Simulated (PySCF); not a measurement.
Zn₂H₃BrO₃: spin–spin coupling calculation

Zn₂H₃BrO₃, computed with B3LYP/pcJ-1 Br:pcSseg-1 Zn:pcSseg-1 indirect spin-spin coupling, non-relativistic, gas phase (PySCF 2.14.0).

The geometry comes from this level: PBE0-D3(BJ)/def2-SVP.

Figures and captions count atoms from 1; the log counts them from 0 in places.

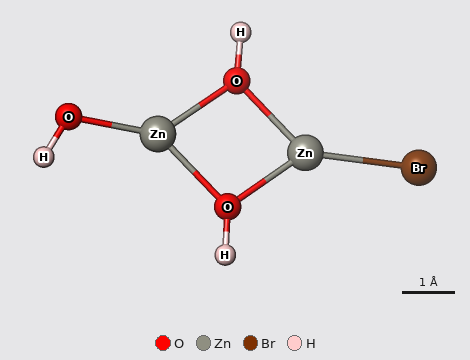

Fig. 1: The input geometry (ball-and-stick view, seen at a tilt). Sticks mark near contacts. Bond lengths as drawn: Br–Zn 2.26 Å, H–O 0.96 Å and O–Zn 1.79 to 1.94 Å.

Input:
```
{"job": {"kind": "j", "xc": "B3LYP", "basis": "pcJ-1"}, "charge": 0, "multiplicity": 1}
O     -0.574209     2.841111    -0.252069
Zn    -0.232213     1.087503    -0.091313
O     -0.613418    -0.509655    -1.115774
Zn     0.280930    -1.797612    -0.011854
Br     0.669137    -4.021169     0.062398
O      0.657364    -0.227862     1.028607
H     -0.217160     3.361770     0.473629
H     -1.072688    -0.615780    -1.950364
H      1.146559    -0.141407     1.848324
```

The first line tells a small driver script what to run in PySCF; the rest is the geometry in Å.

Hardware: 1 CPU thread, shared host.

Run as:
```bash
OMP_NUM_THREADS=1 python <driver script> task.json out
```

Log:
```
coarse grid: 45168 points
cycle   1  E = -6359.5998058972  dE = -1.302e+00  |g| = 2.081e+00  |ddm| = 3.147e+00
cycle   2  E = -6358.1628343406  dE =  1.437e+00  |g| = 3.856e+00  |ddm| = 2.762e+00
cycle   3  E = -6360.0650314423  dE = -1.902e+00  |g| = 3.435e-01  |ddm| = 2.102e+00
cycle   4  E = -6360.0709350698  dE = -5.904e-03  |g| = 2.814e-01  |ddm| = 3.353e-01
cycle   5  E = -6360.0831049968  dE = -1.217e-02  |g| = 4.508e-02  |ddm| = 1.552e-01
cycle   6  E = -6360.0833116406  dE = -2.066e-04  |g| = 1.673e-02  |ddm| = 2.492e-02
cycle   7  E = -6360.0833308585  dE = -1.922e-05  |g| = 4.223e-03  |ddm| = 5.897e-03
cycle   8  E = -6360.0833326561  dE = -1.798e-06  |g| = 1.335e-03  |ddm| = 3.186e-03
final grid: 88896 points
cycle   9  E = -6360.0832889302  dE =  3.296e-07  |g| = 2.352e-03  |ddm| = 2.672e-03
cycle  10  E = -6360.0832876586  dE =  1.272e-06  |g| = 4.463e-03  |ddm| = 3.643e-03
cycle  11  E = -6360.0832895963  dE = -1.938e-06  |g| = 3.958e-04  |ddm| = 1.940e-03
cycle  12  E = -6360.0832896193  dE = -2.300e-08  |g| = 3.581e-05  |ddm| = 2.956e-04
cycle  13  E = -6360.0832896195  dE = -2.055e-10  |g| = 1.327e-05  |ddm| = 3.274e-05
```

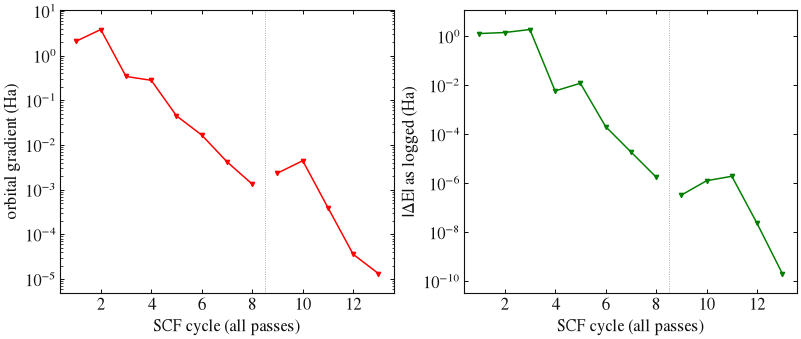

Fig. 2: Convergence of the self-consistent field: orbital gradient and size of the energy change against the SCF cycle. The dotted line marks the change from a coarse to the final integration grid. The first 8 cycles use a coarse grid, the final grid takes over at cycle 9, and the field converges after 13 cycles in all.

```
converged SCF energy = -6360.0832896195

Indirect spin-spin couplings (Hz)
  i      j    bonds     total        FC       PSO       DSO        SD
  0 O    2 O    2      1.121     1.659    -0.557    -0.050     0.069
  0 O    5 O    2     -3.604    -2.981    -0.765    -0.059     0.201
  0 O    6 H    1    -67.190   -51.094   -14.182    -0.591    -1.324
  0 O    7 H    3      0.403     0.141    -0.010     0.217     0.055
  0 O    8 H    3      0.401     0.186    -0.066     0.283    -0.002
  2 O    5 O    2     36.604    36.374    -0.118     0.036     0.313
  2 O    6 H    3     -1.272    -1.524    -0.182     0.443    -0.009
  2 O    7 H    1   -102.051   -87.967   -12.322    -0.861    -0.902
  2 O    8 H    3    -14.624   -14.589    -0.461     0.402     0.024
  5 O    6 H    3      1.237     0.955     0.106     0.147     0.030
  5 O    7 H    3    -14.721   -14.681    -0.464     0.402     0.022
  5 O    8 H    1   -100.437   -86.134   -12.525    -0.855    -0.923
  6 H    7 H    4     -0.558    -0.012     2.063    -2.633     0.024
  6 H    8 H    4     -0.220    -0.049     0.186    -0.372     0.015
  7 H    8 H    4      4.590     5.031     3.306    -3.766     0.018
```

Key numbers:

- outcome: converged
- total energy: −6360.083290 hartree
- HOMO: −7.22 eV
- LUMO: −1.40 eV
- dipole moment: 2.05 D
- wall time: 66 s
- peak memory: 1.1 GiB

Notes:

Spin–orbit coupling is left out, which matters for the heavy atoms.
